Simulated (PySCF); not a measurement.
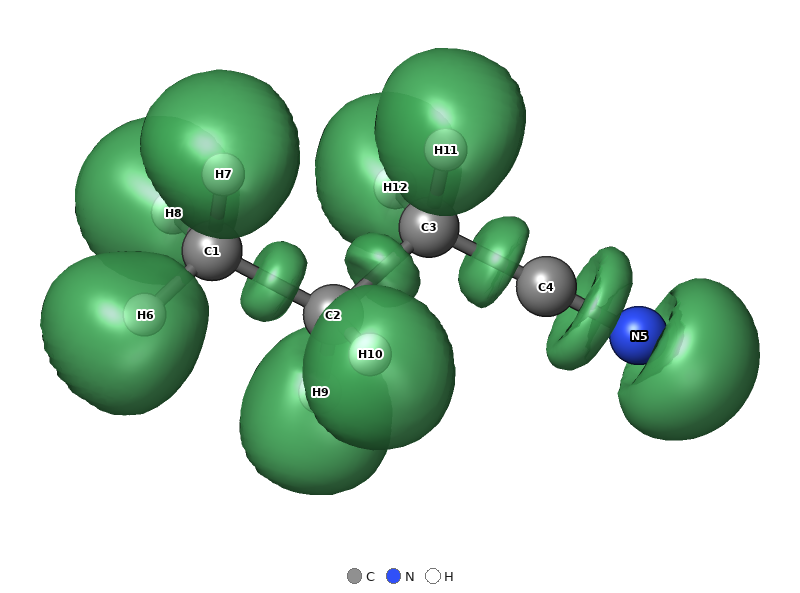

Figure. C4H7N (Butanenitrile). Isosurface of the electron localisation function at 0.8 (green), seen at a tilt. Only the valence region is drawn (cores and ρ < 0.01 e/Å³ removed).

Geometry: PBE0-D3(BJ)/def2-SVP.

The calculation used PBE0/pcSseg-1, SCF density, gas phase, non-relativistic in PySCF 2.14.0.

```xyz
12

C    -1.5782   -0.2448   -0.0852
C    -0.1294   -0.5545    0.2492
C     0.7998    0.6152   -0.0859
C     2.1980    0.3435    0.2232
N     3.3004    0.1052    0.4825
H    -2.2313   -1.0941    0.1621
H    -1.9422    0.6301    0.4765
H    -1.7059   -0.0273   -1.1576
H     0.2079   -1.4476   -0.3008
H    -0.0270   -0.7972    1.3191
H     0.4961    1.5191    0.4688
H     0.7272    0.8696   -1.1567
```

**Describe the localisation domains.**

The ELF exceeds this value in three regions between bonded C–C atoms (shared pairs), one region between bonded C–N atoms (shared pairs), seven regions around hydrogen nuclei and one lobe on N, pointing away from the bonds (lone pairs).

Values along the shortest contacts:
C–N (1.16 Å): the ELF peaks at about 0.85 between the atoms (a multiple bond). C–C (1.46 Å): the ELF peaks at about 0.95 between the atoms; localised, covalent bonding.
